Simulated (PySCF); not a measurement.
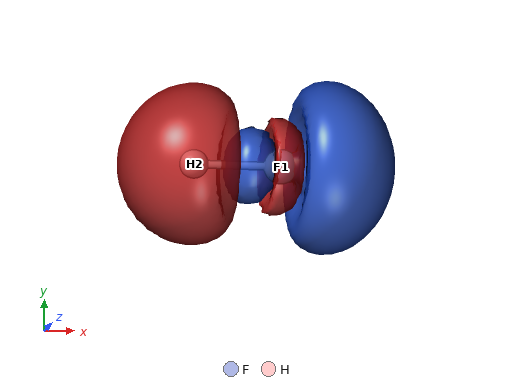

*FH, SMILES `F`. Change of the electron density in a uniform field of 0.21 V/Å, surfaces at ±0.001 e/Å³ (blue: gain, red: loss).*

PySCF calculation, TPSSh/def2-SVPD, gas phase; geometry: GFN2-xTB. No frequency check shows the geometry to be a minimum.

### Along which Cartesian direction does the field point?

Along −x: electrons gather on the +x side, against the field.

### What dipole is induced, and what polarisability does it imply?

The induced dipole is 0.07 D (along the field); α along this axis, from the fields in both directions, is 7 bohr³ (1.0 Å³).

### Which atoms gain and lose the most charge?

Electrons gather most on F1 (Hirshfeld charge changes by −0.006 e) and leave H2 most (+0.006 e); 0.009 electrons are displaced in all.

Run time: 2.9 s on 1 thread of Arm Neoverse V1, with other jobs on the host, peak memory 0.19 GiB.
